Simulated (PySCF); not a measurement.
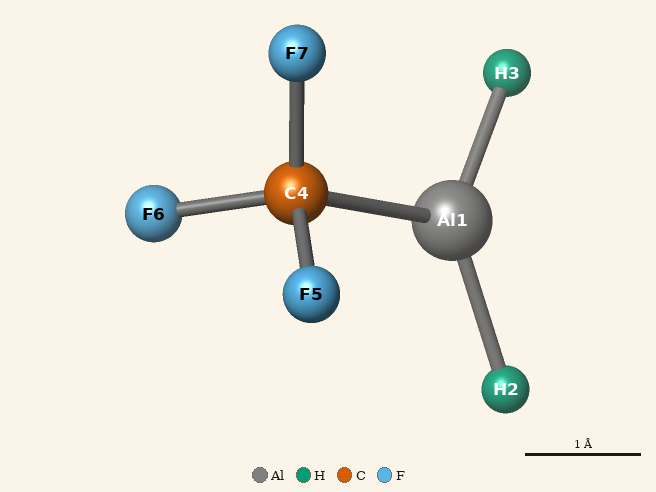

The geometry was computed by an optimisation with PBE0-D3(BJ)/def2-SVP. No frequency run is at hand to confirm it as a minimum.

What are the angles H2–Al1–H3, H2–Al1–C4, H3–Al1–C4, Al1–C4–F5, Al1–C4–F6, Al1–C4–F7, F5–C4–F6, F5–C4–F7, F6–C4–F7?

```json
{"angle": "H2–Al1–H3", "degrees": "124.9"}
{"angle": "H2–Al1–C4", "degrees": "117.2"}
{"angle": "H3–Al1–C4", "degrees": "117.9"}
{"angle": "Al1–C4–F5", "degrees": "113.6"}
{"angle": "Al1–C4–F6", "degrees": "109.4"}
{"angle": "Al1–C4–F7", "degrees": "114.1"}
{"angle": "F5–C4–F6", "degrees": "106.4"}
{"angle": "F5–C4–F7", "degrees": "106.4"}
{"angle": "F6–C4–F7", "degrees": "106.4"}
```
